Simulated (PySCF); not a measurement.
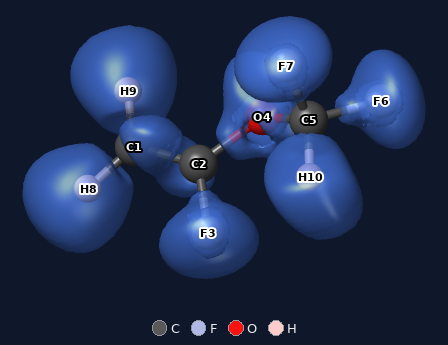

*C3H3F3O (SMILES C=C(F)OC(F)F). Isosurface of the electron localisation function at 0.75 (blue), seen at a tilt. Only the valence region is drawn (cores and ρ < 0.01 e/Å³ removed).*

Geometry: GFN2-xTB.

Theory: PySCF 2.14.0, PBE0/pcSseg-1, SCF density, gas phase, non-relativistic.

Input file:

```
{"job": {"kind": "nmr", "xc": "PBE0", "basis": "pcSseg-1"}, "charge": 0, "multiplicity": 1}
C      1.883542     0.289104    -0.458883
C      0.708990    -0.257362    -0.231803
F      0.294274    -1.356577    -0.890333
O     -0.176778     0.175140     0.704671
C     -1.512408     0.005688     0.490383
F     -2.111989    -0.118483     1.678736
F     -2.038013     1.111440    -0.085987
H      2.557929    -0.151026    -1.166818
H      2.182013     1.168788     0.074767
H     -1.778677    -0.862058    -0.137260
```

Launched as:

```sh
OMP_NUM_THREADS=1 python probes_run.py task.json out
```

Identify the bonds, lone pairs and shells in this picture.

The ELF exceeds this value in one region between bonded C–C atoms (shared pairs), three regions around hydrogen nuclei, three regions on F in which the atom's valence shell and bonds are merged and one region on O in which the atom's valence shell and bonds are merged.

Values along the shortest contacts:
C–C (1.32 Å): the ELF peaks at about 0.90 between the atoms; a multiple bond. C–F (1.34 Å): the ELF peaks at about 0.85 between the atoms, as expected for a shared but strongly polarised pair.
